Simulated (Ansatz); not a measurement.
# One shape, several levels: CH7GaSi (SMILES [CH3][GaH][SiH3])

Aim: a comparison of 6 runs (B3LYP/6-31G*, BLYP/6-31G*, PBE0/6-31G*, RPA@PBE0/6-31G*, CCSD(T)/6-31G*) of CH7GaSi. 

The calculation is run with Ansatz 0.2.0.

71 further runs of the same task are left out: 71 set aside as unsound or not needed.

**1. The molecule**

CH7GaSi has 10 atoms, charge 0, and is taken as a singlet. SMILES: `[CH3][GaH][SiH3]`. The C1–H6 distance was set to 1.421 Å, away from the relaxed value.

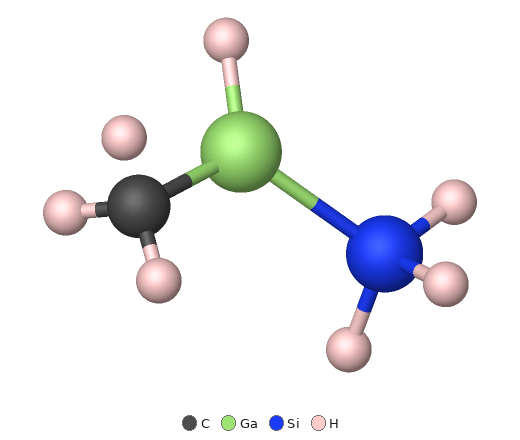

The structure, seen from a chosen angle (carbon dark grey, gallium green, silicon blue, hydrogen pink).

**2. A single-point energy at B3LYP/6-31G(d) (spherical functions) (run 1)**

The input, in.yaml:

```yaml
crystal:
  periodic: [false, false, false]
  atoms:
    - {symbol: C, position_ang: [-1.024034, 1.141391, -0.803242]}
    - {symbol: Ga, position_ang: [0.660766, 0.406591, -0.090742]}
    - {symbol: Si, position_ang: [0.885966, -1.958009, 0.366658]}
    - {symbol: H, position_ang: [-1.825034, 0.403891, -0.854442]}
    - {symbol: H, position_ang: [-0.847734, 1.532691, -1.810042]}
    - {symbol: H, position_ang: [-1.454200, 2.236500, -0.005700]}
    - {symbol: H, position_ang: [1.858866, 1.401891, 0.161958]}
    - {symbol: H, position_ang: [0.630266, -2.748909, -0.872842]}
    - {symbol: H, position_ang: [2.224266, -2.353609, 0.885658]}
    - {symbol: H, position_ang: [-0.132434, -2.387809, 1.369258]}
basis:
  gaussian:
    orbitals: 6-31G_st_-spherical.json
hamiltonian:
  xc: {name: B3LYP}
accuracy: high
output:
  orbitals: {seedname: orbitals}
```

The basis set 6-31G* is read from a file made from the Basis Set Exchange's data (not shown).

The run is started by

```sh
$ ansatz run in.yaml --threads 1 --pin off --max-ram 3480MiB --events-out events.jsonl --progress --plain --runs-dir runs
```

Log:

```text
Warning: RAYON_NUM_THREADS=1 ignored (pool sized by the plan → 1); use --threads N
Functional definition: B3LYP
  name "B3LYP"
  parameter a0 = 0.2
  parameter ax = 0.72
  parameter ac = 0.81
  exchange = (1 - a0 - ax)*slater_x + ax*b88_x + a0*exact_x
  correlation = (1 - ac)*vwn_rpa_c + ac*lyp_c
1764 factors; integrals over basis functions are off by at most 8.5e-9 eV
mean field evaluation 1: about -61394.2624 eV, gradient 4.7e1 eV
mean field evaluation 2: about -61389.3329 eV, gradient 6.1e1 eV
mean field evaluation 4: about -61399.2587 eV, gradient 1.3e0 eV
mean field evaluation 8: about -61399.3869 eV, gradient 4.1e-2 eV
mean field evaluation 16: about -61399.3869 eV, gradient 2.8e-6 eV
mean field -61399.38689861 eV, -2256.3858505247 hartree, gradient 7.7e-8 eV, S^2 0.000000; 0 other end points of the search recorded, 0 dependent functions left out
reference -61399.38694672 eV, -2256.3858522927 hartree; 29, 29 occupied and 49, 49 virtual orbitals, 1764 factors
Total energy: -61399.38694672 eV, -2256.3858522927 hartree
```

Wall time 9.6 s (1 thread of Arm Neoverse V1, shared host); peak memory 0.27 GiB.

**3. The energy at BLYP/6-31G(d) (spherical functions) (run 2)**

The input, job.yaml:

```yaml
crystal:
  periodic: [false, false, false]
  atoms:
    - {symbol: C, position_ang: [-1.024034, 1.141391, -0.803242]}
    - {symbol: Ga, position_ang: [0.660766, 0.406591, -0.090742]}
    - {symbol: Si, position_ang: [0.885966, -1.958009, 0.366658]}
    - {symbol: H, position_ang: [-1.825034, 0.403891, -0.854442]}
    - {symbol: H, position_ang: [-0.847734, 1.532691, -1.810042]}
    - {symbol: H, position_ang: [-1.454200, 2.236500, -0.005700]}
    - {symbol: H, position_ang: [1.858866, 1.401891, 0.161958]}
    - {symbol: H, position_ang: [0.630266, -2.748909, -0.872842]}
    - {symbol: H, position_ang: [2.224266, -2.353609, 0.885658]}
    - {symbol: H, position_ang: [-0.132434, -2.387809, 1.369258]}
basis:
  gaussian: {orbitals: 6-31G_st_-spherical.json}
hamiltonian: {xc: {name: BLYP}}
accuracy: high
output: {orbitals: {seedname: orbitals}}
```

The basis set 6-31G* is read from a file made from the Basis Set Exchange's data (not shown).

The run is started by

```sh
$ ansatz run job.yaml --threads 1 --pin off --max-ram 3480MiB --events-out events.jsonl --progress --plain --runs-dir runs
```

Log:

```text
Warning: RAYON_NUM_THREADS=1 ignored (pool sized by the plan → 1); use --threads N
Functional definition: BLYP
  name "BLYP"
  parameter beta = 0.0042
  parameter a = 0.04918
  parameter b = 0.132
  parameter c = 0.2533
  parameter d = 0.349
  exchange = b88_x(beta = beta)
  correlation = lyp_c(a = a, b = b, c = c, d = d)
1764 factors; integrals over basis functions are off by at most 8.5e-9 eV
mean field evaluation 1: about -61389.8948 eV, gradient 6.0e1 eV
mean field evaluation 2: about -61373.0465 eV, gradient 9.3e1 eV
mean field evaluation 4: about -61397.8910 eV, gradient 5.4e0 eV
mean field evaluation 8: about -61397.9603 eV, gradient 3.8e-1 eV
mean field evaluation 16: about -61397.9608 eV, gradient 1.6e-5 eV
mean field -61397.96076640 eV, -2256.3334411328 hartree, gradient 9.0e-8 eV, S^2 0.000000; 0 other end points of the search recorded, 0 dependent functions left out
reference -61397.96083162 eV, -2256.3334435294 hartree; 29, 29 occupied and 49, 49 virtual orbitals, 1764 factors
Total energy: -61397.96083162 eV, -2256.3334435294 hartree
```

Run time: 7.5 s. Hardware: 1 thread of Arm Neoverse V1, shared host; peak memory 0.2 GiB.

**4. The energy at PBE0/6-31G(d) (spherical functions) (run 3)**

The input, input.yaml:

```yaml
crystal:
  periodic: [false, false, false]
  atoms:
    - {symbol: C, position_ang: [-1.024034, 1.141391, -0.803242]}
    - {symbol: Ga, position_ang: [0.660766, 0.406591, -0.090742]}
    - {symbol: Si, position_ang: [0.885966, -1.958009, 0.366658]}
    - {symbol: H, position_ang: [-1.825034, 0.403891, -0.854442]}
    - {symbol: H, position_ang: [-0.847734, 1.532691, -1.810042]}
    - {symbol: H, position_ang: [-1.454200, 2.236500, -0.005700]}
    - {symbol: H, position_ang: [1.858866, 1.401891, 0.161958]}
    - {symbol: H, position_ang: [0.630266, -2.748909, -0.872842]}
    - {symbol: H, position_ang: [2.224266, -2.353609, 0.885658]}
    - {symbol: H, position_ang: [-0.132434, -2.387809, 1.369258]}
basis:
  gaussian:
    orbitals: 6-31G_st_-spherical.json
hamiltonian:
  xc: {name: PBE0}
accuracy: high
output: {orbitals: {seedname: orbitals}}
```

The basis set 6-31G* is read from a file made from the Basis Set Exchange's data (not shown).

The run is started by

```sh
$ ansatz run input.yaml --threads 1 --pin off --max-ram 3480MiB --events-out events.jsonl --progress --plain --runs-dir runs
```

Log:

```text
Warning: RAYON_NUM_THREADS=1 ignored (pool sized by the plan → 1); use --threads N
Functional definition: PBE0
  name "PBE0"
  parameter a = 0.25
  parameter kappa = 0.804
  parameter beta = 0.06672455060314922
  exchange = (1 - a)*pbe_x(kappa = kappa, mu = beta*pi^2/3) + a*exact_x
  correlation = pbe_c(beta = beta)
1764 factors; integrals over basis functions are off by at most 8.5e-9 eV
mean field evaluation 1: about -61381.4826 eV, gradient 4.1e1 eV
mean field evaluation 2: about -61378.6904 eV, gradient 5.1e1 eV
mean field evaluation 4: about -61385.4165 eV, gradient 8.1e-1 eV
mean field evaluation 8: about -61385.5701 eV, gradient 6.0e-2 eV
mean field evaluation 16: about -61385.5702 eV, gradient 6.8e-6 eV
mean field -61385.57016600 eV, -2255.8780949665 hartree, gradient 1.8e-8 eV, S^2 0.000000; 0 other end points of the search recorded, 0 dependent functions left out
reference -61385.57016972 eV, -2255.8780951032 hartree; 29, 29 occupied and 49, 49 virtual orbitals, 1764 factors
Total energy: -61385.57016972 eV, -2255.8780951032 hartree
```

Run time: 9.9 s. Hardware: 1 thread of Arm Neoverse V1, shared host; peak memory 0.28 GiB.

Runs 4 to 5 aren't shown in full; the table further down has their settings and results.

**5. The energy at CCSD(T)/6-31G(d) (spherical functions) (run 6)**

Edit in.yaml of step 2 so:

```diff
@@ -16,6 +16,7 @@
     orbitals: 6-31G_st_-spherical.json
-hamiltonian:
-  xc: {name: B3LYP}
+correlation:
+  method: ccsd_t
+  frozen_orbitals: {C: 1, Ga: 9, H: 0, Si: 5}
 accuracy: high
-output:
-  orbitals: {seedname: orbitals}
+scf:
+  omitted_lower_state_checks: [cluster_reference, increment]
```

The basis set 6-31G* is read from a file made from the Basis Set Exchange's data (not shown).

The run is started by

```sh
$ ansatz run in.yaml --threads 1 --pin off --max-ram 3480MiB --events-out events.jsonl --progress --plain --runs-dir runs
```

Log, cut to the lines that bear on the results:

```text
Warning: RAYON_NUM_THREADS=1 ignored (pool sized by the plan → 1); use --threads N
Functional definition: HF
  name "HF"
[...]
1764 factors; integrals over basis functions are off by at most 8.5e-9 eV
[...]
mean field -61327.94233606 eV, -2253.7603112780 hartree, gradient 8.5e-8 eV, S^2 0.000000; 0 other end points of the search recorded, 0 dependent functions left out
15 core orbitals not correlated: weight in the atoms' cores, before any rotation towards them, 1.000 or more for the frozen orbitals, at most 0.000 for the correlated occupied ones
reference -61327.94233606 eV, -2253.7603112780 hartree; 14, 14 occupied and 49, 49 virtual orbitals, 1764 factors
second order -12.32802670 eV of doubles, -0.00000000 eV of singles
cycle   1  -12.51253892 eV  change   -1.8e-1 eV  update   1.1e-1
[...]
cycle  21  -13.18687319 eV  change   4.4e-10 eV  update   1.3e-9
perturbative correction -0.34066324 eV, -0.0125191431 hartree
Total energy: -61341.46987249 eV, -2254.2574390722 hartree
Checks for a lower state left out: cluster_reference, increment
```

It took 14 s on 1 thread of Arm Neoverse V1, shared host; peak memory 0.34 GiB.

**6. Overview of the runs**

| run | level | Cartesian functions | frozen core orbitals | energy (Eh) | HOMO energy (eV) | LUMO energy (eV) | HOMO–LUMO gap (eV) | wall time |
| --- | --- | --- | --- | --- | --- | --- | --- | --- |
| 1 | B3LYP/6-31G* (spherical functions) | no | – | -2256.385852 | -7.04 | -1.93 | 5.11 | 9.6 s |
| 2 | BLYP/6-31G* (spherical functions) | no | – | -2256.333444 | -6.00 | -2.37 | 3.63 | 7.5 s |
| 3 | PBE0/6-31G* (spherical functions) | no | – | -2255.878095 | -7.28 | -1.70 | 5.58 | 9.9 s |
| 4 | B3LYP/6-31G* (Cartesian functions) | yes | – | -2256.393078 | -7.03 | -1.92 | 5.11 | 9.6 s |
| 5 | RPA@PBE0/6-31G* (spherical functions) | no | 15 | -2254.397745 | – | – | – | 17 s |
| 6 | CCSD(T)/6-31G* (spherical functions) | no | 15 | -2254.257439 | – | – | – | 14 s |

**7. Summary of results**

```
                                           quantity           value
                                run 6: total energy  -2254.25744 Eh
run 6: correlation energy (15 core orbitals frozen)      -497.1 mEh
                              run 6: (T) correction      -12.52 mEh
                               run 6: T1 diagnostic           0.013
```

What this shows: Over runs 1, 2, 3, 4 the HOMO–LUMO gap runs from 3.63 eV (BLYP/6-31G*) to 5.58 eV (PBE0/6-31G*). Totals of different functionals can't be ranked against each other. All runs together took 67 s, the longest 17 s.
